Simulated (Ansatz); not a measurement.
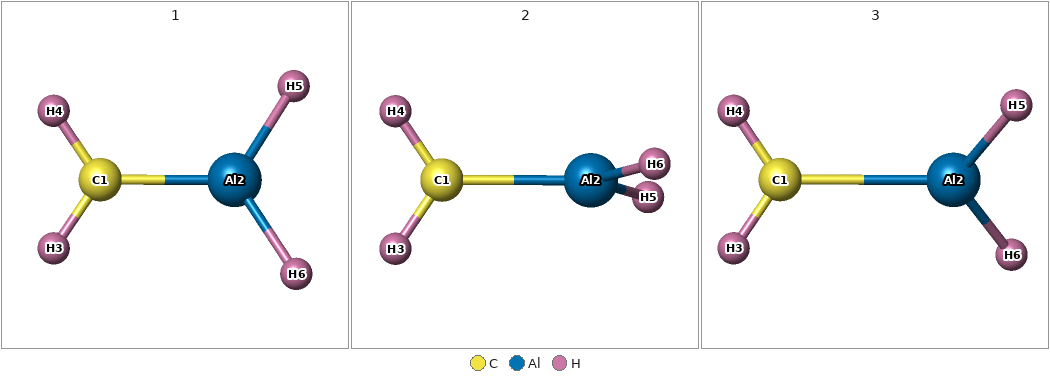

CH₄Al, SMILES [CH2][AlH2], spin multiplicity 2. The first coordinate is: bond length C1–Al2; the second: dihedral H3–C1–Al2–H5. Nothing is relaxed (all other coordinates rigid). Grid: 15 × 15 points; 121 points were computed and 104 follow by symmetry. Points are written as (first, second). Energies: kcal/mol, counted from the lowest grid point. Theory: Ansatz 0.2.0, UHF/def2-TZVP.

The numbered pictures are structures from this grid.

Question: Rank them by energy, lowest first.

Answer: 2, at (1.936 Å, 84°): 3.7 kcal/mol; 1, at (1.746 Å, 156°): 9.5 kcal/mol; 3, at (2.253 Å, −132°): 15.6 kcal/mol.

The map, with the structures marked:

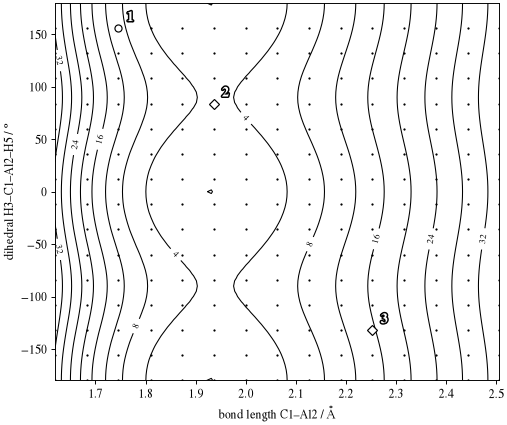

The picture shows contour lines labelled in kcal/mol, dots at the grid points. Between grid points the surface is interpolated.
